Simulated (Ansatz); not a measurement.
# Gate voltage at the highest density: arsenene monolayer

A layer charged from two gates alike needs a voltage that grows with the carrier density; the slope is e over the total capacitance.

How it was computed: Ansatz 0.2.0, plane waves with PAW datasets (its set soft_2), PBE-D3(BJ); isolated slab, charged sheets 4 Å from the outer atoms behind model barriers, atoms held, Fermi-Dirac smearing of 0.02585 eV. The voltage is that of the gates (their mean) against the layer's Fermi level, from the uncharged case, which has a gap of 1.58 eV.

| run | added electrons (10¹³ per cm²) | gate voltage (V) |
| --- | --- | --- |
| run 1 | 1.00 | 1.04 |
| run 2 | 2.00 | 1.31 |
| run 3 | 4.00 | 1.84 |
| run 4 | 7.00 | 2.62 |
| run 5 | 11.00 | ? |

Q: Estimate the withheld value from the rows shown.

A least-squares line through the 4 rows shown has slope 0.2631 and intercept 0.7817; no row lies more than 0.01 V off it. The capacitance is 1.602/0.2631 = 6.09 µF/cm², against 4.43 µF/cm² for plates 4 Å apart in vacuum on both sides; it is the larger, as where the added charge has its centre outside the outer atoms (not examined here). The intercept is mostly the shift of the Fermi level from inside the gap to the band edge. At 11.00 it gives 0.2631 × 11.00 + 0.7817 = 3.68 V, beyond the rows fitted. Rounding and scatter of the rows alone allow about ±0.015 V there.

The run itself gives 3.64 V: a miss of −0.04 V, or 1.1 % of the value. The capacitance rises a little towards the highest density.

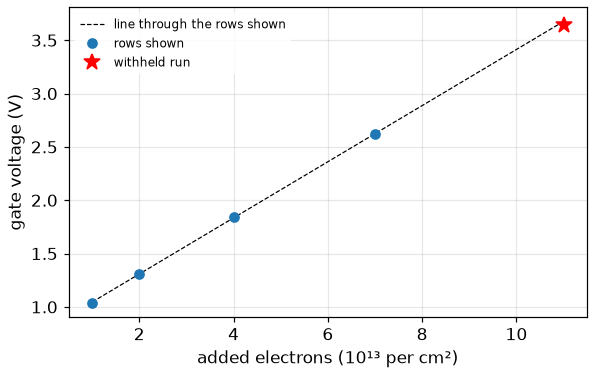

The fit and the withheld run.

**Limits.** The gates are model sheets, not atoms, and low densities sample few k-points.
